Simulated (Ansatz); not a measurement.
## Geometry relaxation of Cl2

System: Cl2.
Method: RKS wB97X-V/def2-TZVPD (Ansatz 0.2.0).

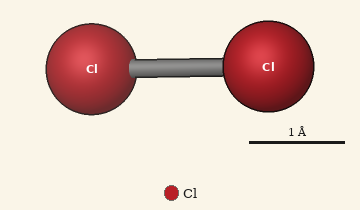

Figure 1. The structure as given in the input (ball-and-stick view, seen at a tilt).

**Key numbers**

```csv
quantity,value
outcome,converged
total energy,−25041.3704 eV
mean-field energy,−25041.3704 eV
largest force (length of the vector) at the end,0.003 eV/Å
hardware,"1 thread of Intel Xeon Gold (Sapphire Rapids), 64 GiB of memory available, shared host"
wall time,7.1 s
peak memory,0.19 GiB
```

**Input**
```yaml
crystal:
  periodic: [false, false, false]
  atoms:
    - { symbol: Cl, position_ang: [0.0, 0.0, 0.0] }
    - { symbol: Cl, position_ang: [2.04, 0.0, 0.0] }
basis:
  gaussian: { orbitals: def2-TZVPD }
hamiltonian:
  xc: { name: wB97X-V }
output:
  forces: true
relax:
  f_tol: 0.003
  max_steps: 120
```

Launch command:
```bash
ansatz run input.yaml --threads 1 --pin off --max-ram 2560MiB --backend cpu --events-out ev --progress --plain --runs-dir out
```

**Output**
```
The last accepted step is kept in [file] (removed where the run ends without a failure and the disk answers)
Engine: ansatz 0.2.0, x86_64-unknown-linux-gnu
Functional definition: wB97X-V
  parameter omega = 0.3/bohr
  parameter cx = 0.167
  parameter cx1 = 0.603
  parameter cx2 = 1.194
  parameter css0 = 0.556
  parameter css1 = -0.257
  parameter cos0 = 1.219
  parameter cos1 = -1.850
  parameter b = 6.0
  parameter c = 0.01
  exchange = spin_sum(e_x_unif_sr(omega)*poly(b97_u_x, 1 - cx, cx1, cx2)) + cx*exact_x_sr(omega) + exact_x_lr(omega)
  correlation = spin_sum(e_c_pw_same_spin*poly(b97_u_same, css0, css1))
      + integral(e_c_pw_opposite_spin*poly(b97_u_opposite, cos0, cos1)) + vv10(b, c)
578 factors; their error is unknown
140 factors; integrals over basis functions are off by at most 6.7e-5 eV
mean field evaluation 1: about -25040.9447 eV, gradient 1.2e1 eV
mean field evaluation 2: about -25041.1877 eV, gradient 7.4e0 eV
mean field evaluation 4: about -25041.2924 eV, gradient 1.8e-1 eV
mean field evaluation 8: about -25041.3310 eV, gradient 6.8e-3 eV
mean field -25041.33104818 eV, -920.2519423969 hartree, gradient 1.9e-5 eV, S^2 0.000000; 0 other end points of the search recorded, 0 dependent functions left out
the calculation of the forces begins
reference -25041.33104567 eV, -920.2519423044 hartree; 17, 17 occupied and 75, 75 virtual orbitals, 578 factors
relax step   1: F+E_penalty+E_count = -25041.33104818 eV  Δ(F+E_penalty+E_count) = +0.000e0 eV  max|allowed force component| = 1.220e0 eV/Å  Δτ_max = 0.0000 Å  (27 SCF iters, accepted)
these checks for a lower state are left out or cut short: starts, cluster_reference, orbital_swaps, neighbouring_geometries, increment
578 factors; their error is unknown
140 factors; integrals over basis functions are off by at most 6.5e-5 eV
mean field evaluation 16: about -25041.3311 eV, gradient 2.3e-2 eV
mean field -25041.36972976 eV, -920.2533639187 hartree, gradient 7.4e-5 eV, S^2 0.000000; 0 other end points of the search recorded, 0 dependent functions left out
the calculation of the forces begins
reference -25041.36972723 eV, -920.2533638256 hartree; 17, 17 occupied and 75, 75 virtual orbitals, 578 factors
relax step   2: F+E_penalty+E_count = -25041.36972976 eV  Δ(F+E_penalty+E_count) = -3.868e-2 eV  max|allowed force component| = 1.720e-1 eV/Å  Δτ_max = 0.0345 Å  (26 SCF iters, accepted)
these checks for a lower state are left out or cut short: starts, cluster_reference, orbital_swaps, neighbouring_geometries, increment
578 factors; their error is unknown
140 factors; integrals over basis functions are off by at most 6.5e-5 eV
mean field -25041.37036405 eV, -920.2533872285 hartree, gradient 7.0e-5 eV, S^2 0.000000; 0 other end points of the search recorded, 0 dependent functions left out
the calculation of the forces begins
reference -25041.37036152 eV, -920.2533871355 hartree; 17, 17 occupied and 75, 75 virtual orbitals, 578 factors
relax step   3: F+E_penalty+E_count = -25041.37036405 eV  Δ(F+E_penalty+E_count) = -6.343e-4 eV  max|allowed force component| = 2.944e-3 eV/Å  Δτ_max = 0.0038 Å  (27 SCF iters, accepted)
578 factors; their error is unknown
140 factors; integrals over basis functions are off by at most 6.5e-5 eV
mean field evaluation 32: about -25041.3316 eV, gradient 2.0e-1 eV
```

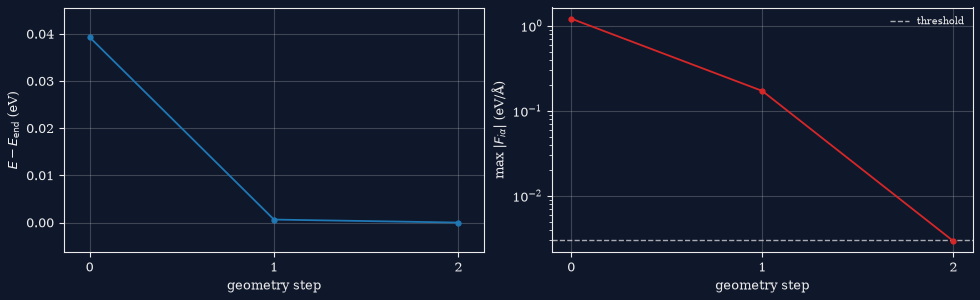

Figure 2. Progress of the relaxation, step by step (the first geometry is step 0 here and step 1 in the log).

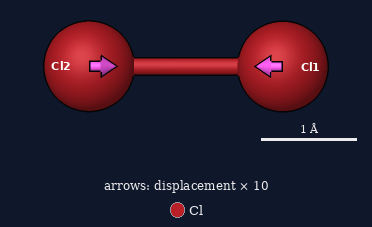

Figure 3. The starting structure with the displacements as pink arrows, magnified 10 times (ball-and-stick view, seen at a tilt). The two geometries are laid on each other by the best rigid fit. The largest moves after the best rigid fit, 0.031 Å, are those of Cl1 and Cl2. Among the contacts that change: Cl1–Cl2 2.040 → 1.979 Å. After 2 geometry steps the energy has fallen by 0.039 eV. Largest force component: 1.2 eV/Å at the start, 0.0029 eV/Å at the end. (Atoms are counted from 1 in the order of the input.)

```
mean field -25041.37036405 eV, -920.2533872285 hartree, gradient 7.0e-5 eV, S^2 0.000000; 1 other end points of the search recorded, 0 dependent functions left out
the calculation of the forces begins
reference -25041.37036152 eV, -920.2533871355 hartree; 17, 17 occupied and 75, 75 virtual orbitals, 578 factors
Total energy: -25041.37036152 eV, -920.2533871355 hartree
Atom 0 at     0.030700    -0.000000    -0.000000 Å, force     0.002944    -0.000000    -0.000000 eV/Å
Atom 1 at     2.009300     0.000000     0.000000 Å, force    -0.002944    -0.000000     0.000000 eV/Å
Dipole moment:    -0.000000    -0.000000     0.000000 e Å
```

**Trajectory as extended XYZ (Å, eV, eV/Å), 3 frames, from step=1 to step=3**
```
2
Properties=species:S:1:pos:R:3:forces:R:3 step=1 energy=-25041.33105
Cl    0.0000    0.0000    0.0000    1.2196   0.0000   0.0000
Cl    2.0400    0.0000    0.0000   -1.2196   0.0000   0.0000
2
Properties=species:S:1:pos:R:3:forces:R:3 step=2 energy=-25041.36973
Cl    0.0345    0.0000    0.0000   -0.1720   0.0000   0.0000
Cl    2.0055    0.0000    0.0000    0.1720   0.0000   0.0000
2
Properties=species:S:1:pos:R:3:forces:R:3 step=3 energy=-25041.37036
Cl    0.0307    0.0000    0.0000    0.0029   0.0000   0.0000
Cl    2.0093    0.0000    0.0000   -0.0029   0.0000   0.0000
```
